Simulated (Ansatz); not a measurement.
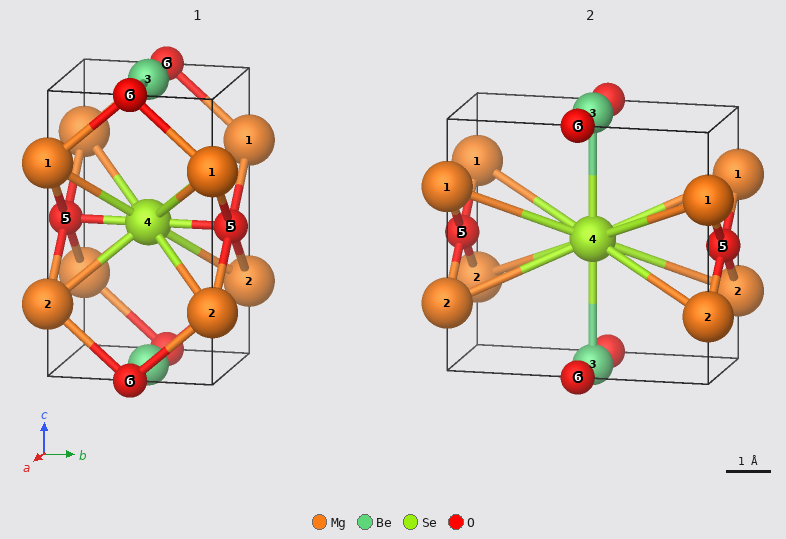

Two geometries of crystalline Mg$_{2}$BeSeO$_{2}$ (a generated structure, set up in Pmmm), drawn at one scale. One is the start of a relaxation, the other its converged end. A ball-and-stick model of the cell of the calculation, seen slightly off an axis.

Method: Ansatz, DFT PBE, scalar-relativistic, plane waves, PAW. Set-up: plane-wave cutoff 420 eV; k-point mesh 10 × 10 × 6; occupations gaussian; smearing width 0.1 eV; no spin polarisation; cell and atoms relaxed; force threshold 0.01 eV/Å; at most 80 steps.

Question: Which one is relaxed?

Answer: Structure 2 is the relaxed one. The largest moves relative to the cell, 0.092 Å, are those of Mg1 and Mg2. Mg2 goes along +c. Se and O and Be stay in place. Cell: a 3.496 → 2.869 Å (−17.9 %), b 3.878 → 6.142 Å (+58.4 %), c 6.674 → 5.883 Å (−11.9 %). Volume +14.6 %. Among the contacts that change: Se4–O5 1.939 → 3.071 Å, Mg1–O6 2.571 → 3.454 Å, Se4–Se4 3.496 → 2.869 Å, Mg1–Mg2 3.298 → 2.723 Å. The space group stays Pmmm (No. 47). Over 24 accepted moves (30 points after the start) the energy falls by 503 meV per atom. The largest force component goes from 0.33 to 0.0021 eV/Å. The pressure goes from −3.00 to 0.02 GPa. The line search rejected the trial step at point 20 of the run. At 5 points the geometry stayed and the basis and grid were re-selected for the new cell (energy shift of 51.7 meV per atom at most each time). The run took 15 min on 1 thread of AMD EPYC 7R43 64-Core Processor (Zen 3), on a shared host, peak memory 0.66 GiB.
